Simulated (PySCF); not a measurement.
**A series of small molecules: trihydrides MH3 of group 13**

Gas-phase molecules at GFN2-xTB geometries (not checked as minima at the level of the calculation), PBE/def2-TZVP with PySCF. The ionisation energy is E(cation) − E(neutral) at fixed geometry, without spin-orbit coupling; where the highest orbital is degenerate, the cation is one component. LUMO energies depend on the basis. GFN2-xTB bonds to atoms past the second row can be off by 0.02 to 0.07 Å and angles by up to several degrees, which can move orbital and ionisation energies by up to 0.5 eV and charges by 0.01 to 0.02 e, so small steps and misses may come from the geometries. Volumes are summed on a coarse grid and good to about 2 %. Core potentials replace the inner electrons of In. Electronegativities are Pauling's, radii Cordero's.

```json
{"molecule": "AlH3", "electronegativity of M": "1.61", "covalent radius of M (Å)": "1.21", "Hirshfeld charge of the central atom (e)": "0.479", "HOMO energy (eV)": "−7.33", "vertical ionisation energy (eV)": "10.98", "HOMO–LUMO gap (eV)": "4.83", "volume inside the 0.001 a.u. surface (Å³)": "62"}
{"molecule": "InH3", "electronegativity of M": "1.78", "covalent radius of M (Å)": "1.42", "Hirshfeld charge of the central atom (e)": "?", "HOMO energy (eV)": "?", "vertical ionisation energy (eV)": "?", "HOMO–LUMO gap (eV)": "?", "volume inside the 0.001 a.u. surface (Å³)": "?"}
{"molecule": "GaH3", "electronegativity of M": "1.81", "covalent radius of M (Å)": "1.22", "Hirshfeld charge of the central atom (e)": "0.375", "HOMO energy (eV)": "−7.35", "vertical ionisation energy (eV)": "10.96", "HOMO–LUMO gap (eV)": "4.70", "volume inside the 0.001 a.u. surface (Å³)": "63"}
{"molecule": "BH3", "electronegativity of M": "2.04", "covalent radius of M (Å)": "0.84", "Hirshfeld charge of the central atom (e)": "0.155", "HOMO energy (eV)": "−8.54", "vertical ionisation energy (eV)": "13.01", "HOMO–LUMO gap (eV)": "5.52", "volume inside the 0.001 a.u. surface (Å³)": "43"}
```

The results for InH3 are withheld.

Estimate the Hirshfeld charge of the central atom for InH3 from its trend with the electronegativity of M.

A least-squares line through the three given members is y = 1.7169 − 0.7585 x, with R² = 0.97 and a scatter of 0.038 e; GaH3 lies farthest from it (+0.031 e). At x = 1.78 it gives 0.367 e. For a new member the 90 % prediction interval is ±0.280 e, wide since three points leave one degree of freedom.

What did the calculation give?

The calculation gives 0.424 e, 0.057 e above the estimate (1.5 times the scatter, 18 % of the range of the series): inside the prediction interval, which is so wide that this tests little. Its other results: HOMO energy −7.00 eV, vertical ionisation energy 10.35 eV, HOMO–LUMO gap 4.36 eV and volume inside the 0.001 a.u. surface 70 Å³.

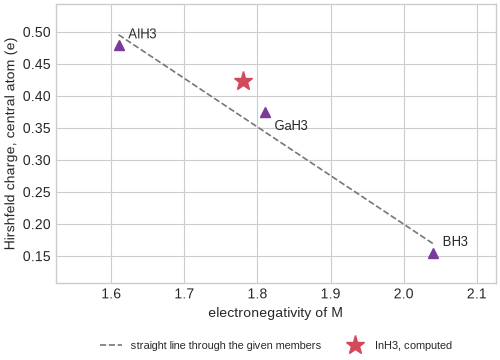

Over the series −ε(HOMO) lies 3.35 to 4.47 eV below the ionisation energy from total-energy differences, since this functional puts filled levels too high (delocalisation error). The pairing was chosen among those with R² above 0.96; series and pairings with weaker trends are left out of this set.

The single runs took from 2.2 s to 91 s, on 1 thread of shared hosts (Arm Neoverse V1 and Arm Neoverse V2).
